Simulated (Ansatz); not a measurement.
**AlBrH4N2···H2: density, localisation and related maps**

Input

```
crystal:
  periodic: [false, false, false]
  atoms:
    - { symbol: Al, position_ang: [-0.070039, 0.16121, -0.502366] }
    - { symbol: Br, position_ang: [1.626217, -0.468509, -2.035938] }
    - { symbol: "N", position_ang: [0.079753, 1.727349, 0.29591] }
    - { symbol: "N", position_ang: [-1.457636, -0.91252, -0.31948] }
    - { symbol: H, position_ang: [1.823607, -1.228224, 0.666486] }
    - { symbol: H, position_ang: [1.564618, -1.236416, 1.321556] }
    - { symbol: H, position_ang: [0.844827, 2.375364, 0.149549] }
    - { symbol: H, position_ang: [-0.583459, 2.113531, 0.955953] }
    - { symbol: H, position_ang: [-1.568516, -1.795307, -0.804665] }
    - { symbol: H, position_ang: [-2.259271, -0.736477, 0.272994] }
basis:
  gaussian: { orbitals: def2-SVP }
hamiltonian:
  xc: pbe0
  dispersion: d4
relax:
  f_tol: 0.03
  max_steps: 50
output:
  orbitals: {}
```

Launched as:

```sh
ansatz run input.yaml --threads 2 --pin off --max-ram 3072MiB --backend cpu --events-out ev --progress --plain --runs-dir out
```

The fields are those of the relaxed geometry.

Level of theory: RKS PBE0-D4/def2-SVP (Ansatz).

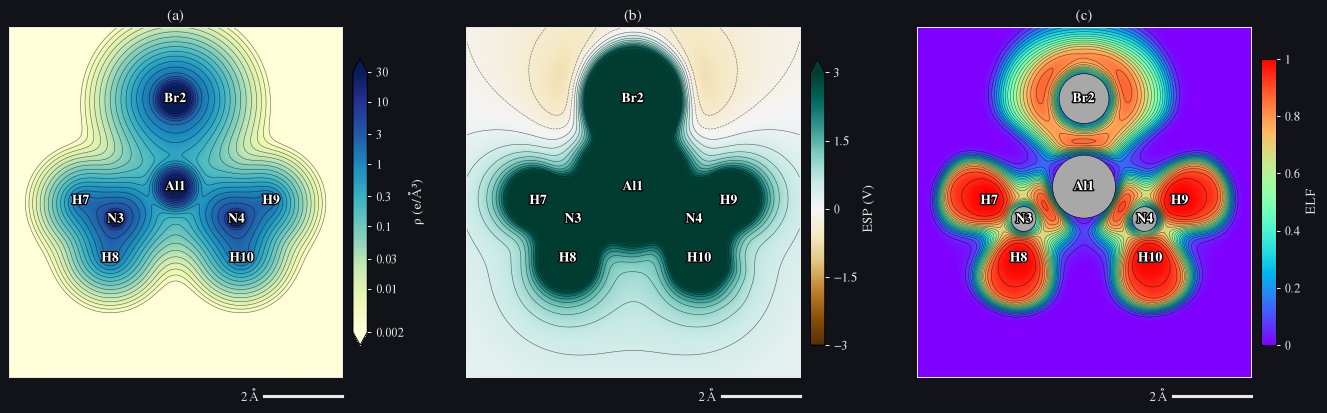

Figure 1. (a) electron density; (b) molecular electrostatic potential; (c) ELF on the plane of atoms Al1, N4 and H10. Grey discs cover the atomic cores in the ELF map.

Question: Interpret the plot.

Answer: Atoms in the plane: Al, Br, N and H.
Al–N (1.76 Å): the density is about 0.84 e/Å³ at the midpoint; the ELF peaks at about 0.90 in the valence shell of N, 0.7 Å from its nucleus, and is about 0.60 at the midpoint.
Al–Br (2.26 Å): ρ at the midpoint is about 0.64 e/Å³; the ELF peaks at about 0.85 in the valence shell of Br, 1.1 Å from its nucleus, and is about 0.85 at the midpoint.
N–H (1.01 Å): the density is about 2.7 e/Å³ at the midpoint; the ELF climbs to about 1 towards the hydrogen, as it does in any bond to H; an ordinary covalent bond to hydrogen.
The ELF also peaks beside Br2, away from the bonds: lone-pair regions.
Outside the dense part of the complex the potential is most negative (−0.7 V) near Br2.

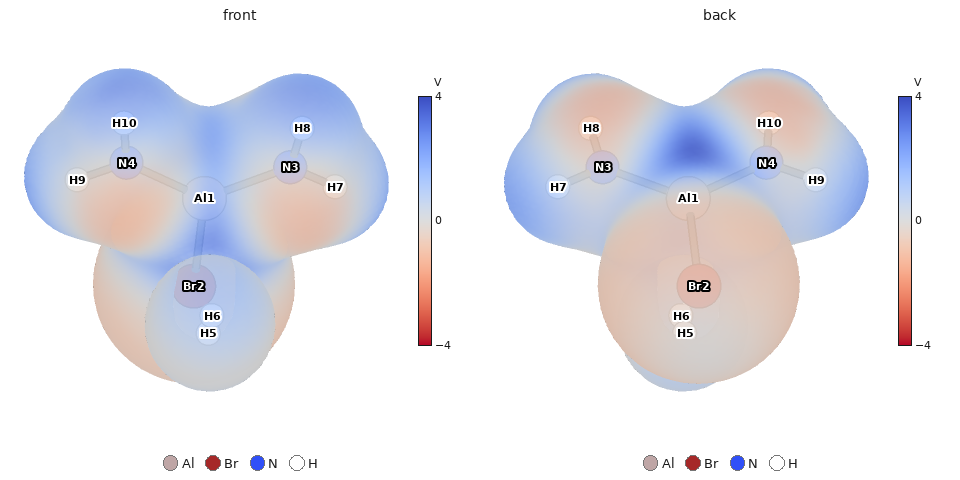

Figure 2. The molecular electrostatic potential painted on the density surface at 0.004 e/bohr³, seen from the front and from behind; the colour scale runs from red (negative) to blue (positive).

Question: Where is the surface potential most negative and most positive?

Answer: The most negative region (about −1.0 V) lies over N3 and N4, the most positive (about +3.0 V) over Al1.

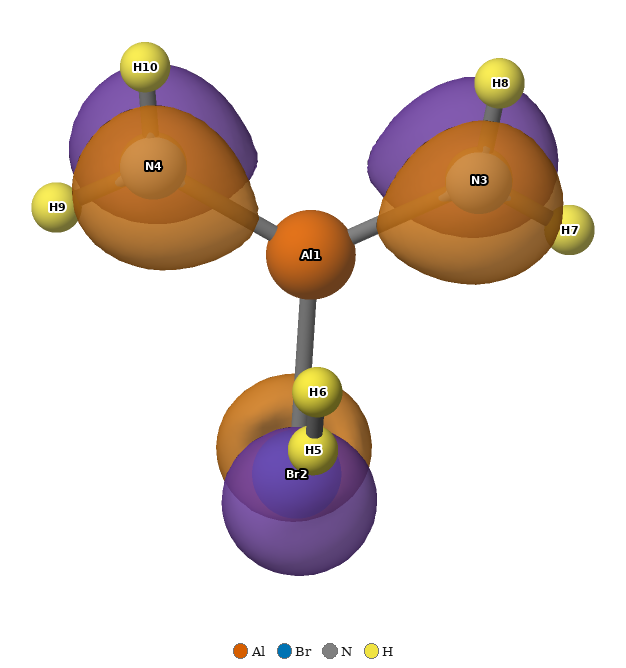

Figure 3. The HOMO−1 at ±0.15 Å⁻³ᐟ² (orange and purple are the two phases), seen at a tilt.

Question: Describe this orbital and give its energy.

Answer: By Hirshfeld shares it lies mainly on N4 (about 30 %), N3 (about 30 %), Br2 (about 20 %) and Al1 (about 15 %); largely a combination of lone pairs on N4, N3 and Br2. Its energy is −7.51 eV.
